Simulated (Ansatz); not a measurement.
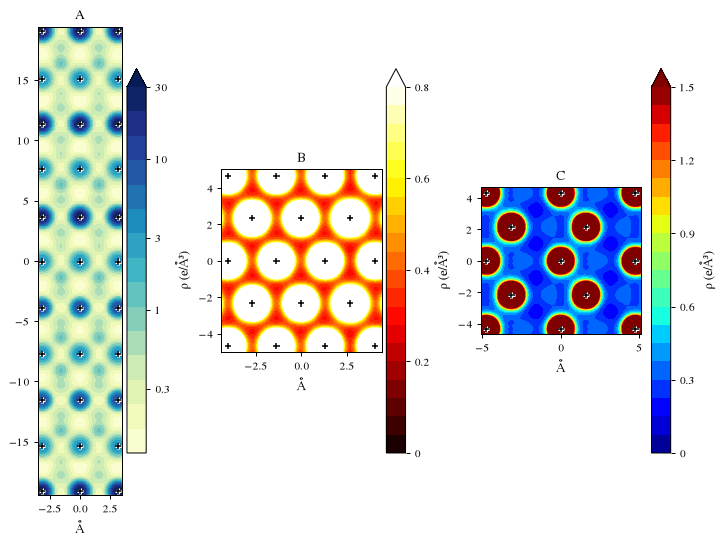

The valence charge density (pseudo) of 3 systems, each on a plane through atoms (crosses mark nuclei in the plane).

The calculation used DFT PBE, scalar-relativistic, plane waves, PAW in Ansatz 0.2.0.

System 1: IrRu₅, the (11̄0) plane of the conventional cell. Space group Pmmm; a structure generated by program, which may or may not match a known phase; computed without spin polarisation.

System 2: MoRu₅, the (010) plane of the conventional cell. Space group P-62m; a structure generated by program, which may or may not match a known phase; computed without spin polarisation.

```xyz
6
Lattice="4.7540 0.0000 0.0000 -2.3770 4.1171 0.0000 0.0000 0.0000 4.3241" Properties=species:S:1:pos:R:3 pbc="T T T"
Mo    0.0000    0.0000    0.0000
Ru    0.0000    2.7448    0.0000
Ru    2.3770    1.3724    0.0000
Ru    1.5736    2.7255    2.1621
Ru    1.6069    0.0000    2.1621
Ru   -0.8035    1.3916    2.1621
```

System 3: Hf₃Ti₂N₅, the (100) plane of the conventional cell. Space group R-3m; a structure generated by program, which may or may not match a known phase; computed without spin polarisation.

```xyz
30
Lattice="3.1519 0.0000 0.0000 -1.5760 2.7296 0.0000 0.0000 0.0000 38.1826" Properties=species:S:1:pos:R:3 pbc="T T T"
Hf    1.5760    0.9099    1.3551
Hf    0.0000    1.8198   14.0825
Hf    0.0000    0.0000   26.8099
Hf    0.0000    0.0000   11.3727
Hf    1.5760    0.9099   24.1001
Hf    0.0000    1.8198   36.8275
Hf    0.0000    1.8198    6.3639
Hf    0.0000    0.0000   19.0913
Hf    1.5760    0.9099   31.8187
Ti    0.0000    0.0000    3.8351
Ti    1.5760    0.9099   16.5625
Ti    0.0000    1.8198   29.2899
Ti    1.5760    0.9099    8.8927
Ti    0.0000    1.8198   21.6201
Ti    0.0000    0.0000   34.3475
N     0.0000    1.8198    2.6380
N     0.0000    0.0000   15.3658
N     1.5760    0.9099   28.0932
N     0.0000    0.0000    0.0000
N     1.5760    0.9099   12.7274
N     0.0000    1.8198   25.4552
N     0.0000    1.8198   10.0894
N     0.0000    0.0000   22.8168
N     1.5760    0.9099   35.5445
N     0.0000    0.0000    7.6613
N     1.5760    0.9099   20.3887
N     0.0000    1.8198   33.1165
N     1.5760    0.9099    5.0661
N     0.0000    1.8198   17.7938
N     0.0000    0.0000   30.5212
```

### Which map belongs to which system?

Panel A is system 3, Hf₃Ti₂N₅: the plane holds Hf, Ti and N. Panel B is system 1, IrRu₅: the plane holds Ru and Ir. Ru–Ru (2.68 Å): ρ is about 0.41 e/Å³ halfway. Panel C is system 2, MoRu₅: the plane holds Mo and Ru. Mo–Ru (2.69 Å): ρ is about 0.4 e/Å³ halfway.
